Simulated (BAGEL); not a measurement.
# SiH3F (SMILES F[SiH3]): a chain of runs

Aim: the energy (HF/def2-TZVP), then the energy (NEVPT2(2,2)/def2-TZVP), then a single-point energy (CASPT2(2,2)/def2-TZVP) of SiH3F. 

Program for the calculation: BAGEL 1.2.2.

2 further runs of the same task are left out: 2 set aside as unsound or not needed.

## Step 1: The system as given

SiH3F has 5 atoms, charge 0, and is taken as a singlet. As SMILES, `F[SiH3]`. One bond was lengthened or shortened from a relaxed shape.

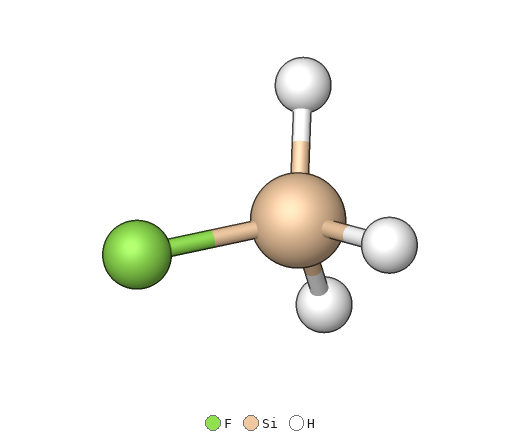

The structure, seen from a chosen angle (fluorine green, silicon light orange, hydrogen white).

## Step 2: The energy at HF/def2-TZVP (density fitting with svp-jkfit) (run 1)

Contents of input.json:

```json
{ "bagel": [

{
  "title": "molecule",
  "basis": "def2-tzvp.json",
  "df_basis": "svp-jkfit",
  "geometry": [
    { "atom": "F", "xyz": [    -2.78216629,     0.35925772,     1.87326283 ] },
    { "atom": "Si", "xyz": [     0.08182514,    -0.03647171,    -0.05801459 ] },
    { "atom": "H", "xyz": [    -0.69504127,    -0.36396125,    -2.72819761 ] },
    { "atom": "H", "xyz": [     1.45244350,    -2.30149745,     0.85340032 ] },
    { "atom": "H", "xyz": [     1.66390385,     2.25519916,     0.23319220 ] }
  ]
},

{ "title": "hf" },

{ "title": "print", "file": "orbitals.molden", "orbitals": true }

]}
```

The basis set def2-TZVP is read from a file made from the Basis Set Exchange's data (not shown).

Started as:

```sh
$ BAGEL_NUM_THREADS=1 BAGEL input.json > input.out
```

The program printed:

```text
* using 1 threads per process

  ===============================================================
  ===============================================================

  *** Geometry ***

  { "atom" : "F", "xyz" : [     -2.782166,      0.359258,      1.873263 ] },
  { "atom" : "Si", "xyz" : [      0.081825,     -0.036472,     -0.058015 ] },
  { "atom" : "H", "xyz" : [     -0.695041,     -0.363961,     -2.728198 ] },
  { "atom" : "H", "xyz" : [      1.452443,     -2.301497,      0.853400 ] },
  { "atom" : "H", "xyz" : [      1.663904,      2.255199,      0.233192 ] },

  Number of auxiliary basis functions:      259

  Since a DF basis is specified, we compute 2- and 3-index integrals:
    o Being stored without compression. Storage requirement is 0.015 GB

  Number of basis functions:       86
  Number of electrons      :       26

    * METHOD: MOLECULE                             0.07

  *** RHF ***

  === Nuclear Repulsion ===
    57.1806718513

      * DIIS with orbital gradients will be used.

  === RHF iteration (def2-tzvp.json) ===
      0       -390.02939860          0.02444307           0.02
      1       -390.11009283          0.01907119           0.02
      2       -390.19963084          0.00165164           0.02
      3       -390.20080751          0.00019536           0.02
      4       -390.20082613          0.00005002           0.02
      5       -390.20082773          0.00001441           0.02
      6       -390.20082787          0.00000433           0.02
      7       -390.20082788          0.00000108           0.02
      8       -390.20082789          0.00000035           0.02
      9       -390.20082789          0.00000007           0.02
     10       -390.20082789          0.00000002           0.02
     11       -390.20082789          0.00000000           0.02
    * SCF iteration converged.

    * Permanent dipole moment:
           (   -0.902369,     0.124628,     0.608400) a.u.

    * METHOD: HF                                   0.32

    * METHOD: PRINT                                0.01

  ===============================================================
```

Wall time 0.64 s (1 thread of Arm Neoverse V2, shared host); peak memory 0.14 GiB.

## Step 3: A single-point energy at NEVPT2(2,2)/def2-TZVP (density fitting with svp-jkfit) (run 2)

Contents of nevpt2.json:

```json
{ "bagel" : [

{
  "title" : "molecule",
  "basis" : "def2-tzvp.json",
  "df_basis" : "svp-jkfit",
  "angstrom" : false,
  "geometry" : [
    { "atom" : "F", "xyz" : [ -2.78216629,  0.35925772,  1.87326283 ] },
    { "atom" : "Si", "xyz" : [  0.08182514, -0.03647171, -0.05801459 ] },
    { "atom" : "H", "xyz" : [ -0.69504127, -0.36396125, -2.72819761 ] },
    { "atom" : "H", "xyz" : [  1.45244350, -2.30149745,  0.85340032 ] },
    { "atom" : "H", "xyz" : [  1.66390385,  2.25519916,  0.23319220 ] }
  ]
},
{ "title" : "hf" },
{ "title" : "nevpt2", "nstate" : 1, "nact" : 2, "nclosed" : 12, "active" : [11, 14], "maxiter" : 200, "natocc" : true, "ncore" : 6 },
{ "title" : "print", "file" : "orbitals.molden", "orbitals" : true }

]}
```

The basis set def2-TZVP is read from a file made from the Basis Set Exchange's data (not shown).

Started as:

```sh
$ BAGEL_NUM_THREADS=1 BAGEL nevpt2.json > nevpt2.out
```

The program printed:

```text
* using 1 threads per process

  ===============================================================
  ===============================================================

  *** Geometry ***

[... 29 lines left out ...]
    * SCF iteration converged.
[... 1 line left out ...]
    * Permanent dipole moment:
[... 28 lines left out ...]
    * Second-order optimization converged. *
[... 9 lines left out ...]
     * ci vector, state   0, <S^2> = 0.0000
       2.     0.9943556388
       .2    -0.1060983671

  === DF-NEVPT2 calculation ===

    * 3-index integral transformation done
    * assembly done

      NEVPT2 correlation energy:   -0.3552559481      0.10

          (+0)     -0.2308120279
          (+0)'    -0.0544574712
          (+1)     -0.0074620667
          (+1)'    -0.0000000000
          (+2)     -0.0004834964
          (-1)     -0.0539401277
          (-1)'     0.0000000000
          (-2)     -0.0081007582

      NEVPT2 total energy:       -390.5780749966

    * METHOD: NEVPT2                               3.23

    * METHOD: PRINT                                0.01

  ===============================================================
```

It took 3.9 s on 1 thread of Arm Neoverse V2, shared host; peak memory 0.14 GiB.

## Step 4: The energy at CASPT2(2,2)/def2-TZVP (density fitting with svp-jkfit) (run 3)

Contents of input.json:

```json
{ "bagel" : [

{
  "title" : "molecule",
  "basis" : "def2-tzvp.json",
  "df_basis" : "svp-jkfit",
  "angstrom" : false,
  "geometry" : [
    { "atom" : "F", "xyz" : [    -2.78216629,     0.35925772,     1.87326283 ] },
    { "atom" : "Si", "xyz" : [     0.08182514,    -0.03647171,    -0.05801459 ] },
    { "atom" : "H", "xyz" : [    -0.69504127,    -0.36396125,    -2.72819761 ] },
    { "atom" : "H", "xyz" : [     1.45244350,    -2.30149745,     0.85340032 ] },
    { "atom" : "H", "xyz" : [     1.66390385,     2.25519916,     0.23319220 ] }
  ]
},

{
  "title" : "hf",
  "charge" : 0
},

{
  "title" : "casscf",
  "nstate" : 1,
  "nact" : 2,
  "nclosed" : 12,
  "charge" : 0,
  "active" : [11, 14],
  "maxiter" : 200,
  "natocc" : true
},

{
  "title" : "print",
  "file" : "orbitals.molden",
  "orbitals" : true
},

{
  "title" : "smith",
  "method" : "caspt2",
  "ms" : true,
  "xms" : true,
  "sssr" : true,
  "shift" : 0.2,
  "shift_imag" : true,
  "ncore" : 6
}

]}
```

The basis set def2-TZVP is read from a file made from the Basis Set Exchange's data (not shown).

Started as:

```sh
$ BAGEL_NUM_THREADS=1 BAGEL input.json > input.out
```

The program printed:

```text
* using 1 threads per process

  ===============================================================
  ===============================================================

  *** Geometry ***

[... 31 lines left out ...]
    * Permanent dipole moment:
[... 37 lines left out ...]
     * ci vector, state   0, <S^2> = 0.0000
[... 21 lines left out ...]
       #      aibj      arbs      arbi      airj      risj      airs      arst      rist         Etot      error   time
[... 8 lines left out ...]
      ------------------------------------------------------------------------------------------------------------------

    * CASPT2 energy : state  0     -390.5772567235
        w/o shift correction       -390.5760310377
        reference weight              0.9181558385

    * METHOD: SMITH                                0.44

  ===============================================================
```

It took 4.2 s on 1 thread of Arm Neoverse V2, shared host; peak memory 0.14 GiB.

## Step 5: Summary of results

| quantity | value |
| --- | --- |
| run 1, HF/def2-TZVP: total energy | -390.20083 Eh |
| run 1, HF/def2-TZVP: dipole moment | 2.78 D |
| run 1, HF/def2-TZVP: HOMO energy | -13.83 eV |
| run 1, HF/def2-TZVP: LUMO energy | 2.42 eV |
| run 1, HF/def2-TZVP: HOMO–LUMO gap | 16.25 eV |
| run 2, NEVPT2(2,2)/def2-TZVP: total energy | -390.57807 Eh |
| run 3, CASPT2(2,2)/def2-TZVP: total energy | -390.57726 Eh |
